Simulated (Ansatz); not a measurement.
**Frequency calculation, with input and output: GaH$_{2}$Cl**

The run: frequency calculation of GaH$_{2}$Cl. Method and program: RKS r2SCAN/def2-SVP (Ansatz 0.2.0).

It belongs to a series of runs on one base structure; here: vibrations at the highest image of the band.

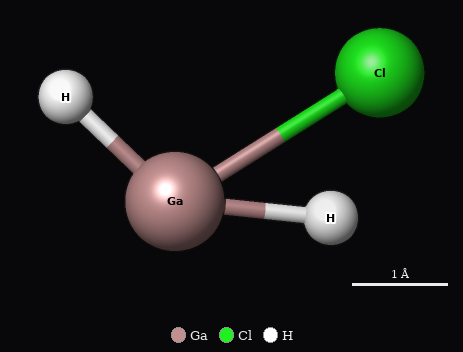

The structure as given in the input (ball-and-stick view, seen at a tilt). Sticks mark near contacts. Bond lengths as drawn: Cl–Ga 2.60 Å and Ga–H 1.59 to 1.67 Å.

## Input
```yaml
crystal:
  periodic: [false, false, false]
  atoms:
    - { symbol: Ga, position_ang: [0.248228, 0.0, -0.577545] }
    - { symbol: Cl, position_ang: [1.30894, 0.0, 1.797876] }
    - { symbol: H, position_ang: [1.720733, 0.0, 0.216738] }
    - { symbol: H, position_ang: [-1.3203, 0.0, -0.306869] }
basis:
  gaussian: { orbitals: def2-SVP }
hamiltonian:
  xc: r2scan
phonons: {}
```

Launch command:
```bash
ansatz run input.yaml --threads 1 --pin off --max-ram 2048MiB --backend cpu --events-out ev --progress --plain --runs-dir out
```

## Log
```
Engine: ansatz 0.2.0, x86_64-unknown-linux-gnu
Functional definition: r2SCAN
  parameter k0 = 0.174
  parameter k1 = 0.065
  parameter a1 = 4.9479
  exchange = r2scan_x(k0 = k0, k1 = k1, a1 = a1)
  correlation = r2scan_c
666 factors; their error is unknown
mean field evaluation 1: about -64919.2961 eV, gradient 2.4e1 eV
mean field evaluation 2: about -64915.5040 eV, gradient 4.4e1 eV
mean field evaluation 4: about -64920.3571 eV, gradient 2.4e0 eV
mean field evaluation 8: about -64920.3389 eV, gradient 6.5e-2 eV
mean field -64920.33890032 eV, -2385.7784500007 hartree, gradient 6.3e-5 eV, S^2 0.000000; 0 other end points of the search recorded, 0 dependent functions left out
the calculation of the forces begins
reference -64920.33890935 eV, -2385.7784503323 hartree; 25, 25 occupied and 35, 35 virtual orbitals, 666 factors
these checks for a lower state are left out or cut short: stability, starts, cluster_reference, orbital_swaps, neighbouring_geometries, increment
666 factors; their error is unknown
mean field evaluation 16: about -64920.3772 eV, gradient 1.3e-1 eV
mean field -64920.33883406 eV, -2385.7784475657 hartree, gradient 9.8e-7 eV, S^2 0.000000; 0 other end points of the search recorded, 0 dependent functions left out
the calculation of the forces begins
reference -64920.33884309 eV, -2385.7784478972 hartree; 25, 25 occupied and 35, 35 virtual orbitals, 666 factors
these checks for a lower state are left out or cut short: stability, starts, cluster_reference, orbital_swaps, neighbouring_geometries, increment
666 factors; their error is unknown
mean field -64920.33884418 eV, -2385.7784479374 hartree, gradient 9.1e-7 eV, S^2 0.000000; 0 other end points of the search recorded, 0 dependent functions left out
the calculation of the forces begins
reference -64920.33885320 eV, -2385.7784482690 hartree; 25, 25 occupied and 35, 35 virtual orbitals, 666 factors
these checks for a lower state are left out or cut short: stability, starts, cluster_reference, orbital_swaps, neighbouring_geometries, increment
666 factors; their error is unknown
mean field evaluation 32: about -64920.3389 eV, gradient 2.8e-5 eV
mean field -64920.33889414 eV, -2385.7784497735 hartree, gradient 2.1e-6 eV, S^2 0.000000; 0 other end points of the search recorded, 0 dependent functions left out
the calculation of the forces begins
reference -64920.33890317 eV, -2385.7784501052 hartree; 25, 25 occupied and 35, 35 virtual orbitals, 666 factors
these checks for a lower state are left out or cut short: stability, starts, cluster_reference, orbital_swaps, neighbouring_geometries, increment
666 factors; their error is unknown
mean field -64920.33889310 eV, -2385.7784497351 hartree, gradient 2.1e-6 eV, S^2 0.000000; 0 other end points of the search recorded, 0 dependent functions left out
the calculation of the forces begins
reference -64920.33890212 eV, -2385.7784500667 hartree; 25, 25 occupied and 35, 35 virtual orbitals, 666 factors
these checks for a lower state are left out or cut short: stability, starts, cluster_reference, orbital_swaps, neighbouring_geometries, increment
666 factors; their error is unknown
mean field -64920.33890004 eV, -2385.7784499901 hartree, gradient 1.9e-6 eV, S^2 0.000000; 0 other end points of the search recorded, 0 dependent functions left out
the calculation of the forces begins
reference -64920.33890906 eV, -2385.7784503218 hartree; 25, 25 occupied and 35, 35 virtual orbitals, 666 factors
these checks for a lower state are left out or cut short: stability, starts, cluster_reference, orbital_swaps, neighbouring_geometries, increment
666 factors; their error is unknown
mean field -64920.33889919 eV, -2385.7784499592 hartree, gradient 2.1e-6 eV, S^2 0.000000; 0 other end points of the search recorded, 0 dependent functions left out
the calculation of the forces begins
reference -64920.33890822 eV, -2385.7784502908 hartree; 25, 25 occupied and 35, 35 virtual orbitals, 666 factors
these checks for a lower state are left out or cut short: stability, starts, cluster_reference, orbital_swaps, neighbouring_geometries, increment
666 factors; their error is unknown
mean field -64920.33888797 eV, -2385.7784495466 hartree, gradient 2.9e-6 eV, S^2 0.000000; 0 other end points of the search recorded, 0 dependent functions left out
the calculation of the forces begins
reference -64920.33889699 eV, -2385.7784498782 hartree; 25, 25 occupied and 35, 35 virtual orbitals, 666 factors
these checks for a lower state are left out or cut short: stability, starts, cluster_reference, orbital_swaps, neighbouring_geometries, increment
666 factors; their error is unknown
mean field evaluation 64: about -64920.3389 eV, gradient 2.3e-5 eV
mean field -64920.33888913 eV, -2385.7784495893 hartree, gradient 2.4e-6 eV, S^2 0.000000; 0 other end points of the search recorded, 0 dependent functions left out
the calculation of the forces begins
reference -64920.33889815 eV, -2385.7784499209 hartree; 25, 25 occupied and 35, 35 virtual orbitals, 666 factors
these checks for a lower state are left out or cut short: stability, starts, cluster_reference, orbital_swaps, neighbouring_geometries, increment
666 factors; their error is unknown
mean field -64920.33887381 eV, -2385.7784490263 hartree, gradient 2.4e-6 eV, S^2 0.000000; 0 other end points of the search recorded, 0 dependent functions left out
the calculation of the forces begins
reference -64920.33888283 eV, -2385.7784493580 hartree; 25, 25 occupied and 35, 35 virtual orbitals, 666 factors
these checks for a lower state are left out or cut short: stability, starts, cluster_reference, orbital_swaps, neighbouring_geometries, increment
666 factors; their error is unknown
mean field -64920.33887475 eV, -2385.7784490609 hartree, gradient 1.6e-6 eV, S^2 0.000000; 0 other end points of the search recorded, 0 dependent functions left out
the calculation of the forces begins
reference -64920.33888377 eV, -2385.7784493925 hartree; 25, 25 occupied and 35, 35 virtual orbitals, 666 factors
these checks for a lower state are left out or cut short: stability, starts, cluster_reference, orbital_swaps, neighbouring_geometries, increment
666 factors; their error is unknown
mean field -64920.33890207 eV, -2385.7784500649 hartree, gradient 2.7e-6 eV, S^2 0.000000; 0 other end points of the search recorded, 0 dependent functions left out
the calculation of the forces begins
reference -64920.33891109 eV, -2385.7784503965 hartree; 25, 25 occupied and 35, 35 virtual orbitals, 666 factors
these checks for a lower state are left out or cut short: stability, starts, cluster_reference, orbital_swaps, neighbouring_geometries, increment
666 factors; their error is unknown
mean field -64920.33890067 eV, -2385.7784500132 hartree, gradient 2.7e-6 eV, S^2 0.000000; 0 other end points of the search recorded, 0 dependent functions left out
the calculation of the forces begins
reference -64920.33890969 eV, -2385.7784503449 hartree; 25, 25 occupied and 35, 35 virtual orbitals, 666 factors
these checks for a lower state are left out or cut short: stability, starts, cluster_reference, orbital_swaps, neighbouring_geometries, increment
666 factors; their error is unknown
mean field evaluation 96: about -64920.3389 eV, gradient 1.5e-5 eV
mean field -64920.33886751 eV, -2385.7784487947 hartree, gradient 1.9e-6 eV, S^2 0.000000; 0 other end points of the search recorded, 0 dependent functions left out
the calculation of the forces begins
reference -64920.33887653 eV, -2385.7784491264 hartree; 25, 25 occupied and 35, 35 virtual orbitals, 666 factors
these checks for a lower state are left out or cut short: stability, starts, cluster_reference, orbital_swaps, neighbouring_geometries, increment
666 factors; their error is unknown
mean field -64920.33885731 eV, -2385.7784484199 hartree, gradient 2.9e-6 eV, S^2 0.000000; 0 other end points of the search recorded, 0 dependent functions left out
the calculation of the forces begins
reference -64920.33886633 eV, -2385.7784487515 hartree; 25, 25 occupied and 35, 35 virtual orbitals, 666 factors
these checks for a lower state are left out or cut short: stability, starts, cluster_reference, orbital_swaps, neighbouring_geometries, increment
666 factors; their error is unknown
mean field -64920.33889736 eV, -2385.7784498919 hartree, gradient 1.3e-6 eV, S^2 0.000000; 0 other end points of the search recorded, 0 dependent functions left out
the calculation of the forces begins
reference -64920.33890639 eV, -2385.7784502235 hartree; 25, 25 occupied and 35, 35 virtual orbitals, 666 factors
these checks for a lower state are left out or cut short: stability, starts, cluster_reference, orbital_swaps, neighbouring_geometries, increment
666 factors; their error is unknown
mean field -64920.33889865 eV, -2385.7784499391 hartree, gradient 1.0e-6 eV, S^2 0.000000; 0 other end points of the search recorded, 0 dependent functions left out
the calculation of the forces begins
reference -64920.33890767 eV, -2385.7784502708 hartree; 25, 25 occupied and 35, 35 virtual orbitals, 666 factors
WARN: phonons: modes at or below zero, which the zero-point energy, F, S and C_V leave out: 1, the lowest at -739.17 cm⁻¹. A minimum has none, and a first-order saddle one
Total energy: -64920.33890935 eV, -2385.7784503323 hartree
Atom 0 at     0.248228     0.000000    -0.577545 Å, force    -0.002051    -0.000000     0.000295 eV/Å
Atom 1 at     1.308940     0.000000     1.797876 Å, force     0.000168    -0.000000    -0.000338 eV/Å
Atom 2 at     1.720733     0.000000     0.216738 Å, force    -0.000210     0.000000     0.000402 eV/Å
Atom 3 at    -1.320300     0.000000    -0.306869 Å, force     0.002093     0.000000    -0.000360 eV/Å
Dipole moment:    -0.151374    -0.000000    -0.442507 e Å
Vibrations: -739.17 270.52 550.70 559.99 1510.30 1862.50 cm⁻¹, zero-point energy 0.294711 eV
```

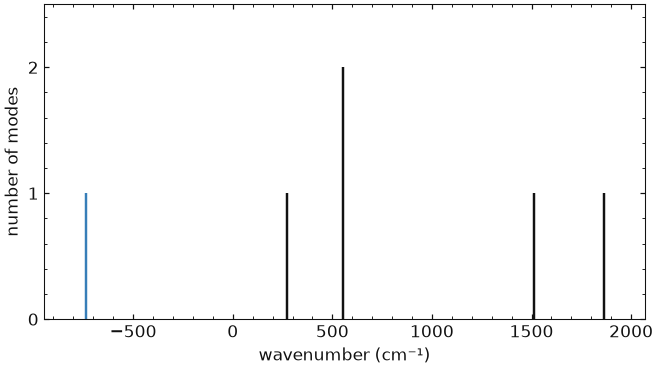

Harmonic vibrational wavenumbers from the force constants; neighbouring modes closer than 12 cm⁻¹ are counted in one stick, and imaginary ones are drawn at negative wavenumbers. 6 modes from 739i to 1862 cm⁻¹, 1 imaginary beyond 8i (739i cm⁻¹): a first-order saddle point, if the geometry is stationary.

## Key numbers

```tsv
quantity	value
outcome	converged
total energy	−64920.3389 eV
mean-field energy	−64920.3389 eV
largest force (length of the vector)	0.002 eV/Å
hardware	1 thread of Intel Xeon @ 2.50GHz (Skylake/Cascade Lake), 32 GiB of memory available, shared host
wall time	35 s
peak memory	0.13 GiB
```
